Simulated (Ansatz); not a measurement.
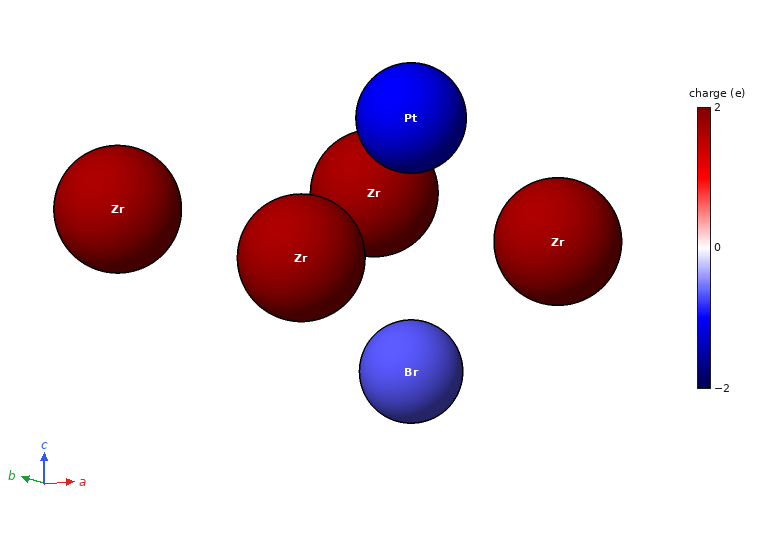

Spheres-only model, viewed from the side at a slight tilt. The cell isn't outlined and the vacuum is left out. The atoms of this ZrPtBr cell are coloured by their Bader charge.

Computational set-up: DFT PBE, scalar-relativistic, plane waves, PAW in Ansatz 0.2.0, wavefunction cutoff 420 eV, a 12×12×1 sampling of the Brillouin zone, Gaussian smearing of 0.1 eV, collinear spins.

Q: What do the colours say about charge transfer?

A: Most positive: Zr; most negative: Pt. Charges: about Zr +1.7 e; Pt -1.0 e; Br -0.7 e.

Provenance: a structure type filled with these elements by a generator (whether the compound takes this form wasn't checked). Earlier steps of the study, as a rule a relaxation of our own, may have changed the cell and positions, so they can lie some per cent off the listed ones. A calculation with Ansatz used it as input.
